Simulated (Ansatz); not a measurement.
The relaxed structure here is a generated cell of AlN: the first start was made by placing the elements on the sites of a structure type, and the end was not matched to a known phase here, so it may be hypothetical. Known forms of AlN include space group No. 186, 216.

One stationary structure of AlN. Space group P4₂/mnm (No. 136), AFLOW prototype AB_tP8_136_g_f (as in BeO). These are PBE (plane waves to 420 eV, PAW, scalar-relativistic; Ansatz, a first-principles code) values and carry that method's errors.

Space group P4₂/mnm (No. 136); a = b = 5.3288 Å, c = 3.1214 Å, α = β = γ = 90.00°

| atom | site | symmetry | x | y | z |
|---|---|---|---|---|---|
| Al | 4f | m.2m | 0.3230 | 0.3230 | 0.0000 |
| N | 4g | m.2m | 0.1846 | 0.1846 | 0.5000 |

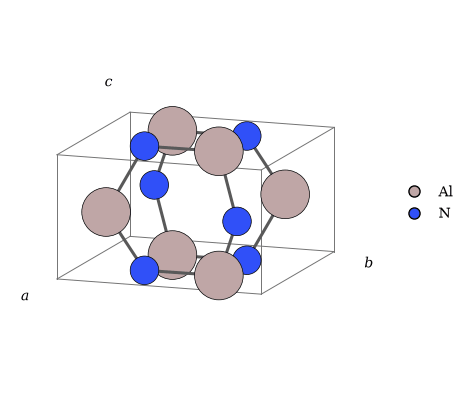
The conventional cell of the relaxed structure

```yaml
volume_per_atom: 11.08 Å³
band_gap: 3.73 eV, direct within 0.03 eV (at Γ) (no spin-orbit coupling)
smallest_direct_gap: 3.74 eV at Γ
shortest_distances: Al–N 1.88 Å; Al–Al 2.67 Å; N–N 2.78 Å
k-mesh: 6×6×11
```

Band energies at high-symmetry points (eV from the VBM; labels of this space group; no spin-orbit coupling), from −5 eV up to 8.1 eV:

```json
[
 {"point": "Γ", "energies": "-4.78 -3.71 -3.71 -2.70 -2.00 -0.82 -0.82 -0.48 -0.10 -0.10 -0.01 3.73 6.02 6.51 6.95 6.95"},
 {"point": "X", "energies": "-3.09 -3.09 -1.81 -1.81 -1.51 -1.51 -0.63 -0.63 -0.60 -0.60 5.75 5.75 6.46 6.46"},
 {"point": "M", "energies": "-4.24 -4.24 -3.80 -3.80 -1.85 -1.85 -1.24 -1.24 -1.03 -1.03 -0.92 -0.92 6.01 6.01 6.34 6.34"},
 {"point": "Z", "energies": "-4.84 -4.84 -4.05 -4.05 -3.52 -3.52 -2.29 -2.29 -1.64 -1.64 -1.49 -1.49 6.02 6.02 7.74 7.74 8.07 8.07"},
 {"point": "R", "energies": "-4.42 -4.42 -3.45 -3.45 -2.07 -2.07 -1.35 -1.35 -0.68 -0.68 6.25 6.25 6.67 6.67 6.92 6.92"},
 {"point": "A", "energies": "-2.29 -2.29 -1.39 -1.39 -1.16 -1.16 -0.95 -0.95 5.20 5.20 5.66 5.66"}
]
```

No spin polarisation in the result.

The run could not lose the symmetry of its start, so the end can be a saddle point.
